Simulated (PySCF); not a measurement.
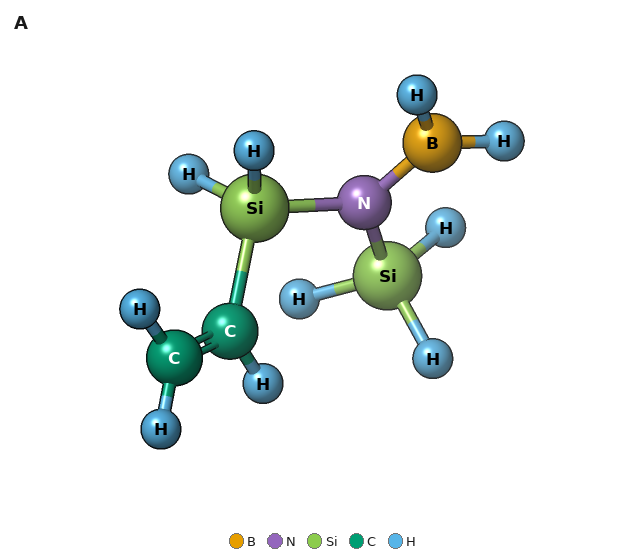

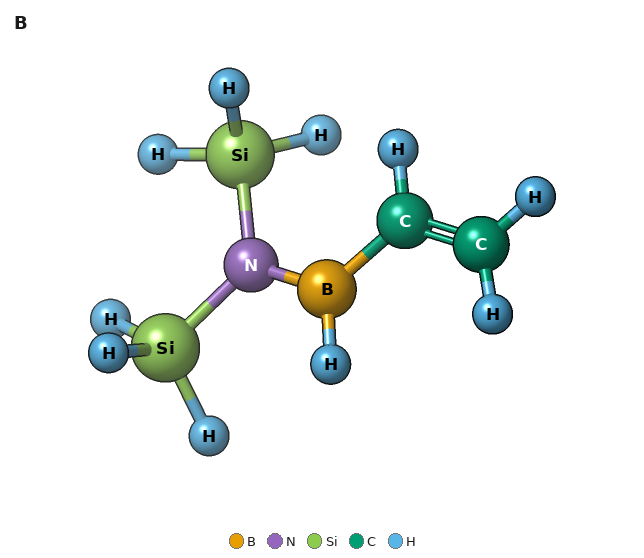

2 stationary structures of one formula. Geometries: GFN2-xTB. Electronic energies: PBE0/pcSseg-1 (PySCF 2.14.0), without zero-point energy. No frequency run is at hand to confirm each as a minimum. Each is one conformer, not always the lowest.

Are they conformers, stereoisomers or constitutional isomers?

Answer. They are constitutional isomers of C2H10BNSi2: A `BN([SiH3])[SiH2]C=C`, B `C=CBN([SiH3])[SiH3]`.

Which structure is the most stable?

Answer. B is lowest; A lies 0.225 eV above it.

The geometry is semi-empirical. Around B, Si such bond lengths and angles can be off by a tenth of an ångström or more and by several degrees, and values that hang on the shape move with them.
